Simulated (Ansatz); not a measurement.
```sh
ansatz run in.yaml --threads 2 --pin off --events-out ev --progress --plain --max-ram 4352MiB
```

```yaml
crystal:
  periodic: [false, false, false]
  atoms:
    - {symbol: F, position_ang: [-1.623268, -0.423916, 0.425503]}
    - {symbol: B, position_ang: [-0.451689, -0.109982, -0.285218]}
    - {symbol: F, position_ang: [0.552426, -1.041435, 0.031681]}
    - {symbol: F, position_ang: [-0.714489, -0.155638, -1.665482]}
    - {symbol: F, position_ang: [-0.021425, 1.181061, 0.067427]}
basis:
  gaussian: {orbitals: "def2-TZVPPD.json"}
total_charge: -1
hamiltonian: {xc: pbe, dispersion: d4}
```

Describe the molecule in this file.

Formula BF4(-). The point group is Td. Coordination: 1 B tetrahedral.

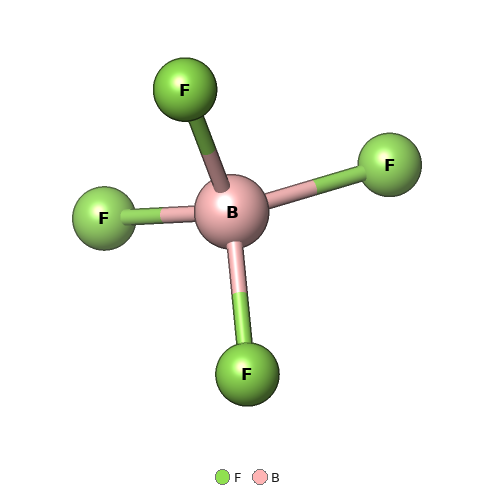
